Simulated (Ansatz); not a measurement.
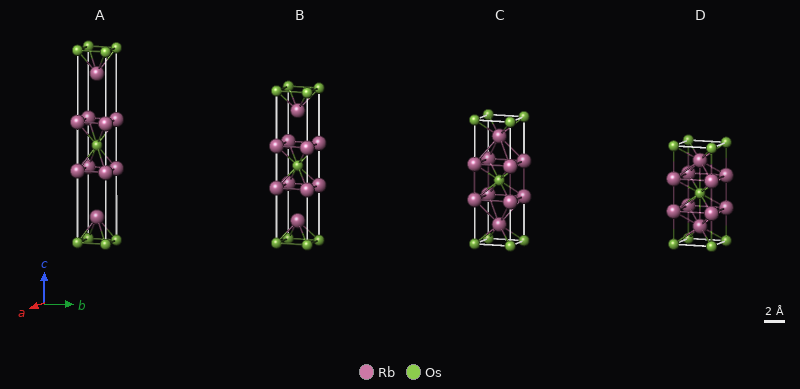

4 geometries from one relaxation of crystalline Rb$_{2}$Os (built on the MoSi2 (C11b)_139 type), in shuffled order. A ball-and-stick model of the conventional cell (2 times the calculation's cell), seen slightly off an axis. Lengths and directions refer to the drawn axes.

Case: MoSi2 (C11b) type (I4/mmm, No. 139).

All numbers below come from DFT PBE, scalar-relativistic, plane waves, PAW (Ansatz 0.2.0). (plane-wave cutoff 420 eV; k-point mesh 16 × 16 × 16; occupations gaussian; smearing width 0.1 eV; no spin polarisation; cell and atoms relaxed; force threshold 0.01 eV/Å; at most 80 steps)

Q: Put them in the order of the run, from the start to the converged end.

A: D, C, B, A. They are steps 0, 6, 15, 30, at +339 meV per atom, +258 meV per atom, +126 meV per atom relative to the last. The largest moves relative to the cell, 0.77 Å, are those of Rb atoms. Os stays in place. Cell: a = b 4.217 → 3.125 Å (−25.9 %), c 10.346 → 20.235 Å (+95.6 %). Volume +7.4 %. Among the contacts that change: Os–Rb 3.466 → 7.548 Å, Rb–Rb 3.462 → 5.447 Å, Rb–Rb 3.414 → 5.139 Å, Rb–Rb 4.217 → 3.125 Å. Bonds break: Os–Rb (3.47 → 7.55 Å), Rb–Rb (3.41 → 5.14 Å), Rb–Rb (3.46 → 5.45 Å). The space group stays I4/mmm (No. 139). The energy falls by 339 meV per atom in 26 accepted moves (30 points after the start). The largest force component goes from 0.25 to 0.0013 eV/Å. Pressure: 2.66 GPa at the start and 0.00 GPa at the end. At 4 points the geometry stayed and the basis and grid were re-selected for the new cell (energy shift of 32.0 meV per atom at most each time). Cost: 15 min on 1 thread of Intel(R) Xeon(R) 6975P-C (Granite Rapids) (shared host), peak memory 0.83 GiB.
